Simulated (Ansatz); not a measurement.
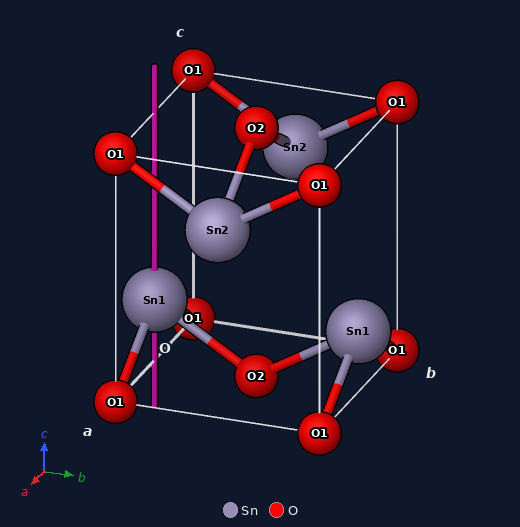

Crystal: SnO, the end point of a relaxation with DFT PBEsol, scalar-relativistic, plane waves, PAW in Ansatz. The coloured rod is the axis of a symmetry operation of the crystal. The drawing is computed from the coordinates (standard cell, symmetry found to 0.002 Å).

a = 3.801 Å, b = 3.801 Å, c = 4.735 Å, α = 90.00°, β = 90.00°, γ = 90.00°.

```
atom       x       y       z
 Sn1  0.5000  0.0000  0.2439
 Sn2  0.0000  0.5000  0.7561
  O1  0.0000  0.0000  0.0000
  O2  0.5000  0.5000  0.0000
```

Take the operation x, y, z → −y+1/2, x−1/2, z.

> What kind of operation is it, and where does it lie?

It is a 4-fold rotation, about the line along [0 0 1] through (1/2, 0, 1/2).

> Onto which atom does it carry each atom (up to whole multiples of a, b and c)?

Sn1 → Sn1, Sn2 → Sn2, O1 → O2, O2 → O1.
